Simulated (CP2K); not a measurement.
# CH8BFSi2 (SMILES FB([SiH3])C[SiH3]) at GFN1-xTB

Aim: the energy difference between two shapes of CH8BFSi2 at GFN1-xTB, from 2 runs. 

The results are computed with CP2K 2026.2.

2 further runs of the same task are left out: 2 set aside as unsound or not needed.

### Step 1. The system as given

CH8BFSi2: 13 atoms, total charge 0, spin state singlet. As SMILES, `FB([SiH3])C[SiH3]`. The coordinates come from a PBE0-D4/def2-TZVP relaxation. This is one conformer, not always the lowest.

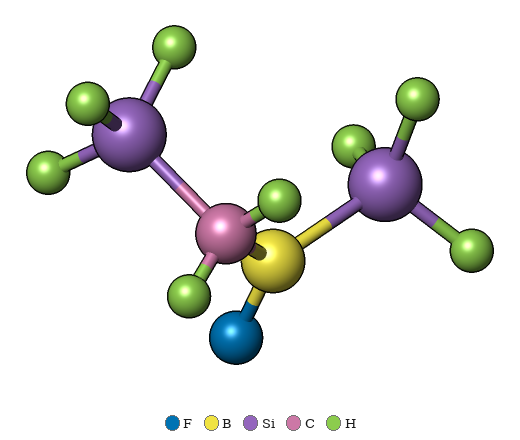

The structure, seen from a chosen angle (fluorine blue, boron yellow, silicon purple, carbon pink, hydrogen green).

### Step 2. Energy and forces at GFN1-xTB

File gas.inp:

```
&global
    project_name gas
    run_type ENERGY_FORCE
    print_level MEDIUM
&end global

&force_eval
    method Quickstep
    &dft
        # Quickstep
        &qs
            method XTB
            eps_default 1.0E-10
            &xtb
                gfn_type 1
                check_atomic_charges F
            &end xtb
        &end qs
        # no periodic images
        &poisson
            periodic NONE
            poisson_solver ANALYTIC
        &end poisson
        # self-consistent field
        &scf
            scf_guess ATOMIC
            eps_scf 1.0E-06
            max_scf 80
            added_mos 4
            &diagonalization
                algorithm STANDARD
            &end diagonalization
            &mixing
                method DIRECT_P_MIXING
                alpha 0.4
            &end mixing
            &smear ON
                method FERMI_DIRAC
                electronic_temperature [K] 300
            &end smear
        &end scf
        # extra output
        &print
            &moments
                periodic F
                reference COM
                max_moment 1
            &end moments
            &mo ON
                energies T
                occupation_numbers T
                ndigits 6
                &each
                    qs_scf 0
                &end each
                add_last NUMERIC
            &end mo
            &hirshfeld OFF
            &end hirshfeld
        &end print
    &end dft
    &subsys
        # box in angstrom
        &cell
            abc 16 15.2 18.6
            periodic NONE
        &end cell
        &coord
            UNIT bohr
            F     -3.9109772     0.0387394     1.6714628
            B     -1.4807894     0.5489654     1.2305897
            Si     1.0336802    -0.4382275     3.9869442
            C     -0.7562684     1.7256979    -1.3413276
            Si     0.1921851    -0.8707858    -3.6038967
            H      0.4590145     0.9613037     6.3621409
            H      3.6777850     0.1585480     3.2318096
            H      0.8702189    -3.1923143     4.5457362
            H      0.9074465     2.9457051    -1.1988423
            H     -2.3181270     2.7595671    -2.2204282
            H     -1.9770315    -2.5851453    -4.0876666
            H      1.0380266     0.2554910    -6.0321948
            H      2.3030092    -2.3731181    -2.5165483
        &end coord
        &topology
            &center_coordinates
            &end center_coordinates
        &end topology
    &end subsys
    # extra output
    &print
        &forces ON
        &end forces
    &end print
&end force_eval
```

Run with:

```
$ OMP_NUM_THREADS=1 cp2k.psmp -i gas.inp > gas.out 2>&1
```

Log:

```text
CP2K| version string:                                       CP2K version 2026.2
[...]
 GLOBAL| Method name                                                        CP2K
[...]
 GLOBAL| Run type                                                   ENERGY_FORCE
[...]
                             - Atoms:                                         13
[...]
                             - Spherical basis functions:                     46
[...]
 Number of electrons:                                                         30
[...]
     1 P_Mix/Diag. 0.40E+00    0.0     0.40364631       -16.6740651931 -1.67E+01
[...]
    15 DIIS/Diag.  0.55E-06    0.0     0.00000058       -16.7289904613 -3.66E-12
  *** SCF run converged in    15 steps ***
[...]
  Fermi energy:                                                -0.32506857591775
[...]
 TB_DIPOLE| Moment [Debye]          1.15485165       0.82000644      -1.02622075
 TB_DIPOLE| Derivative [a.u.]       0.00000000       0.00000000       0.00000000
[...]
 ENERGY| Total FORCE_EVAL ( QS ) energy [hartree]            -16.728990461262136
 FORCES| Atomic forces [hartree/bohr]
 FORCES|   Atom     x               y               z               |f|
 FORCES|      1 -1.58890974E-02 -2.17550105E-03 -6.90605851E-04   1.60522010E-02
 FORCES|      2  2.63427319E-02 -1.36745188E-03  1.71649191E-02   3.14713187E-02
 FORCES|      3 -4.84167478E-03  3.17876790E-04 -6.04580391E-04   4.88961939E-03
 FORCES|      4 -4.15905046E-03  5.09445368E-04 -9.30950294E-03   1.02090196E-02
 FORCES|      5  3.49611655E-03 -1.37688750E-02 -1.15258408E-02   1.82934348E-02
 FORCES|      6  4.01029335E-03 -6.41303992E-03 -7.33063265E-03   1.05331718E-02
 FORCES|      7 -8.46932857E-03 -2.53545460E-03  3.82140650E-03   9.63126181E-03
 FORCES|      8  2.18660779E-03  1.01579478E-02 -2.05594132E-04   1.03926622E-02
 FORCES|      9 -4.69207789E-04  4.24133709E-03  2.76115481E-03   5.08262453E-03
 FORCES|     10 -5.63900295E-04  4.46030290E-03  3.71170931E-04   4.51110334E-03
 FORCES|     11  8.36520861E-03  6.07375528E-03  1.05199567E-03   1.03910497E-02
 FORCES|     12 -2.89989270E-03 -4.57712343E-03  8.92843597E-03   1.04439650E-02
 FORCES|     13 -7.10880629E-03  5.07678057E-03 -4.43232625E-03   9.79562881E-03
[...]
```

It took 0.35 s on 1 thread of Arm Neoverse V1, shared host.

### Step 3. The distorted shape

File qs.inp:

```
&GLOBAL
  PROJECT qs
  RUN_TYPE ENERGY_FORCE
  PRINT_LEVEL MEDIUM
&END GLOBAL

&FORCE_EVAL
  METHOD QUICKSTEP
  &DFT
    CHARGE 0
    MULTIPLICITY 1
    ! Quickstep
    &QS
      METHOD XTB
      EPS_DEFAULT 1.0E-10
      &XTB
        GFN_TYPE 1
        CHECK_ATOMIC_CHARGES F
      &END XTB
    &END QS
    &POISSON
      PERIODIC NONE
      POISSON_SOLVER ANALYTIC
    &END POISSON
    ! self-consistent field
    &SCF
      SCF_GUESS ATOMIC
      EPS_SCF 1.0E-06
      MAX_SCF 80
      ADDED_MOS 4
      &DIAGONALIZATION
        ALGORITHM STANDARD
      &END DIAGONALIZATION
      &MIXING
        METHOD DIRECT_P_MIXING
        ALPHA 0.4
      &END MIXING
      &SMEAR ON
        METHOD FERMI_DIRAC
        ELECTRONIC_TEMPERATURE [K] 300
      &END SMEAR
    &END SCF
    ! extra output
    &PRINT
      &MOMENTS
        PERIODIC F
        REFERENCE COM
        MAX_MOMENT 1
      &END MOMENTS
      &MO ON
        ENERGIES T
        OCCUPATION_NUMBERS T
        NDIGITS 6
        &EACH
          QS_SCF 0
        &END EACH
        ADD_LAST NUMERIC
      &END MO
      &HIRSHFELD OFF
      &END HIRSHFELD
    &END PRINT
  &END DFT
  &SUBSYS
    &CELL
      ABC [angstrom] 16 15.2 18.6
      PERIODIC NONE
    &END CELL
    &COORD
      UNIT bohr
      F     -3.8016490     0.0340245     1.6145650
      B     -1.4446333     0.5616455     1.1990218
      Si     1.0629124    -0.3891475     3.9889265
      C     -0.7461527     1.7263423    -1.3372496
      Si     0.2257070    -0.8448229    -3.5899656
      H      0.4903669     0.9354560     6.3686643
      H      3.7248146     0.1884303     3.2130692
      H      0.8670800    -3.1567308     4.5292729
      H      0.8681647     2.9346936    -1.2512122
      H     -2.3568778     2.7237983    -2.1906896
      H     -1.9917997    -2.5211309    -4.0876628
      H      1.0362408     0.2933686    -6.0629973
      H      2.3094494    -2.3665664    -2.5560454
    &END COORD
    &TOPOLOGY
      &CENTER_COORDINATES
      &END CENTER_COORDINATES
    &END TOPOLOGY
  &END SUBSYS
  &PRINT
    &FORCES ON
    &END FORCES
  &END PRINT
&END FORCE_EVAL
```

Run with:

```
$ OMP_NUM_THREADS=1 cp2k.psmp qs.inp > qs.out
```

Log:

```text
CP2K| version string:                                       CP2K version 2026.2
[...]
 GLOBAL| Method name                                                        CP2K
[...]
 GLOBAL| Run type                                                   ENERGY_FORCE
[...]
                             - Atoms:                                         13
[...]
                             - Spherical basis functions:                     46
[...]
 Number of electrons:                                                         30
[...]
     1 P_Mix/Diag. 0.40E+00    0.0     0.36462306       -16.6732700558 -1.67E+01
[...]
    15 DIIS/Diag.  0.39E-06    0.0     0.00000085       -16.7244384979 -4.76E-12
  *** SCF run converged in    15 steps ***
[...]
  Fermi energy:                                                -0.31987215111791
[...]
 TB_DIPOLE| Moment [Debye]          1.00316643       0.87104066      -0.96603636
 TB_DIPOLE| Derivative [a.u.]       0.00000000       0.00000000       0.00000000
[...]
 ENERGY| Total FORCE_EVAL ( QS ) energy [hartree]            -16.724438497892791
 FORCES| Atomic forces [hartree/bohr]
 FORCES|   Atom     x               y               z               |f|
 FORCES|      1 -4.77539391E-02 -1.00283430E-02  5.72655691E-03   4.91304368E-02
 FORCES|      2  5.32970050E-02  1.41413887E-03  2.40779979E-02   5.85006026E-02
 FORCES|      3 -2.20503372E-03 -4.10600983E-03 -6.11667630E-03   7.68994275E-03
 FORCES|      4 -1.47757207E-02 -7.33028812E-04 -2.00001980E-02   2.48770411E-02
 FORCES|      5 -1.89279660E-03 -1.38820191E-02 -2.12867376E-02   2.54836876E-02
 FORCES|      6  3.40431604E-03 -3.13492332E-03 -3.65853207E-03   5.89931935E-03
 FORCES|      7 -1.07578175E-02 -2.98187932E-03  5.36392166E-03   1.23852290E-02
 FORCES|      8  3.07718467E-03  1.12001246E-02 -4.85705570E-04   1.16253072E-02
 FORCES|      9  1.25396025E-02  1.55489501E-02  4.38503487E-03   2.04509171E-02
 FORCES|     10  1.86884092E-03  3.41937056E-03  4.71929022E-07   3.89675014E-03
 FORCES|     11  1.06299574E-02  6.28867872E-03  1.38343400E-03   1.24280877E-02
 FORCES|     12 -3.47313329E-03 -6.25960971E-03  1.32172882E-02   1.50313697E-02
 FORCES|     13 -3.95846555E-03  3.25455032E-03 -2.60685586E-03   5.74954301E-03
[...]
```

Wall time 0.34 s (1 thread of Arm Neoverse V1, shared host).

### Step 4. What came out

Level: GFN1-xTB.

| quantity | value |
| --- | --- |
| first shape: total energy | -16.72899 Eh |
| first shape: dipole moment (from atomic charges alone) | 1.75 D |
| first shape: HOMO energy | -11.37 eV |
| first shape: LUMO energy | -7.95 eV |
| first shape: HOMO–LUMO gap | 3.42 eV |
| first shape: dispersion energy | -12.31 kJ/mol |
| first shape: largest force on an atom | 1.618 eV/Å |
| distorted shape: total energy | -16.72444 Eh |
| distorted shape: dipole moment (from atomic charges alone) | 1.64 D |
| distorted shape: HOMO energy | -11.29 eV |
| distorted shape: LUMO energy | -7.81 eV |
| distorted shape: HOMO–LUMO gap | 3.49 eV |
| distorted shape: dispersion energy | -12.33 kJ/mol |
| distorted shape: largest force on an atom | 3.008 eV/Å |
| energy change with the atoms displaced | 0.124 eV |

**Reading.** With the atoms displaced the energy rises by 0.12 eV (12.0 kJ/mol). The first shape isn't relaxed at this level, so the change isn't measured from a minimum. The largest force (first shape) is 1.62 eV/Å: the shape isn't a stationary point for this species at this level. The dipole (first shape) comes from point charges on the atoms alone, without atomic dipoles, so it is partial. The dipole (distorted shape) comes from point charges on the atoms alone, without atomic dipoles, so it is partial.
